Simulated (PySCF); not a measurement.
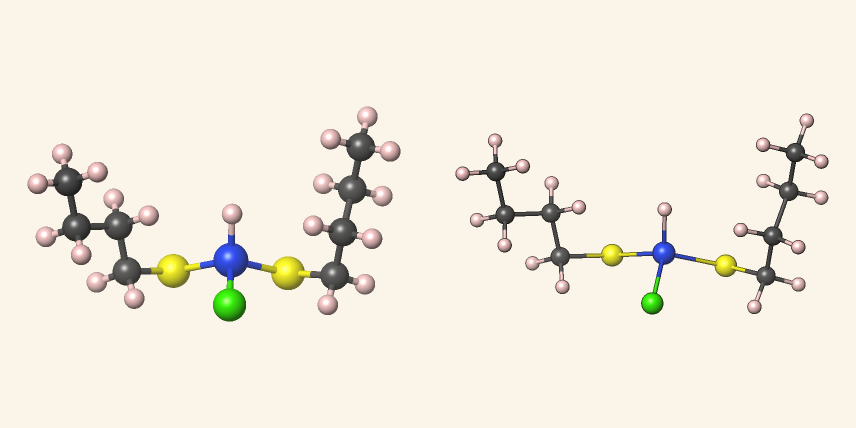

Two views of one molecule. Colours: carbon dark grey, sulfur yellow, silicon blue, chlorine green, hydrogen pink.

Describe the molecule.

It has 31 atoms: 8 carbon, 19 hydrogen, 1 chlorine, 2 sulfur and 1 silicon (C₈H₁₉ClS₂Si). As SMILES it reads `CCCCS[SiH](Cl)SCCCC`. It has no ring. Among its groups: Si–H bond. The point group is C1.

More results for the same structure follow; atom numbers are the same in all pictures, views and colours differ. The geometry was computed by an optimisation with PBE0-D3(BJ)/def2-SVP. No frequency run is at hand to confirm it as a minimum.

## Electronic properties

No frequency run is at hand to confirm it as a minimum. Level of theory: B3LYP/def2-SVPD, gas phase (PySCF 2.14.0). Excitations: vertical, linear response.

Computed properties:

- dipole moment: 1.92 D
- HOMO energy (Kohn–Sham orbital): −6.73 eV
- LUMO energy (Kohn–Sham orbital): −0.68 eV
- HOMO–LUMO gap: 6.05 eV
- mean static polarisability: 183.8 bohr³
- lowest vertical singlet excitation: 5.01 eV
- its oscillator strength: 0.012
- brightest of the 10 lowest singlets: 6.22 eV
- its oscillator strength: 0.07

## Charges

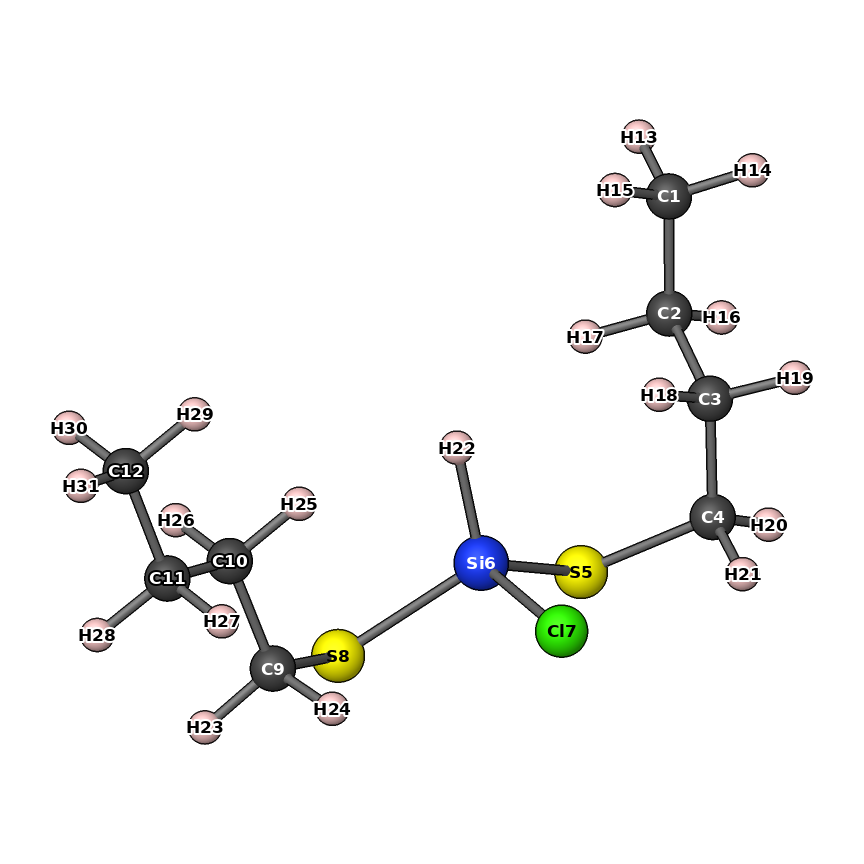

The questions are on Mulliken charges. No frequency run is at hand to confirm it as a minimum. Method: PBE0/pcSseg-1, gas phase (PySCF 2.14.0).

Question: Which atom carries the highest charge (most positive or least negative)?

Answer: Si6 (0.68 e).

Question: And the lowest?

Answer: C9 (−0.36 e).

Give the Mulliken charges atom by atom.

```tsv
atom	value (e)
C1	−0.28
C2	−0.26
C3	−0.27
C4	−0.32
S5	−0.24
Si6	0.68
Cl7	−0.33
S8	−0.21
C9	−0.36
C10	−0.25
C11	−0.28
C12	−0.27
H13	0.12
H14	0.11
H15	0.11
H16	0.12
H17	0.13
H18	0.14
H19	0.13
H20	0.17
H21	0.18
H22	−0.02
H23	0.17
H24	0.17
H25	0.15
H26	0.13
H27	0.12
H28	0.12
H29	0.11
H30	0.11
H31	0.12
```

## Quadrupole coupling

No frequency run is at hand to confirm it as a minimum. Electric field gradients from the ground-state density, PBE0/pcSseg-1 (PySCF 2.14.0), non-relativistic apart from any core potentials.

Give the largest field-gradient component, the quadrupole coupling constant and the asymmetry for 33S at S5 (Q = −67.81 mb), 35Cl at Cl7 (Q = −81.7 mb), 33S at S8 (Q = −67.81 mb), 2H at H13 (Q = 2.86 mb), 2H at H14 (Q = 2.86 mb), 2H at H15 (Q = 2.86 mb), 2H at H16 (Q = 2.86 mb).

| atom | V_zz (a.u.) | e²qQ/h (MHz) | η |
| --- | --- | --- | --- |
| S5 | −2.253 | 35.9 | 0.76 |
| Cl7 | 2.136 | −41.0 | 0.15 |
| S8 | −2.267 | 36.1 | 0.76 |
| H13 | 0.293 | 0.197 | 0.02 |
| H14 | 0.290 | 0.195 | 0.02 |
| H15 | 0.290 | 0.195 | 0.02 |
| H16 | 0.283 | 0.190 | 0.04 |

Mulliken values depend strongly on the basis set and can even reverse the polarity of a bond.
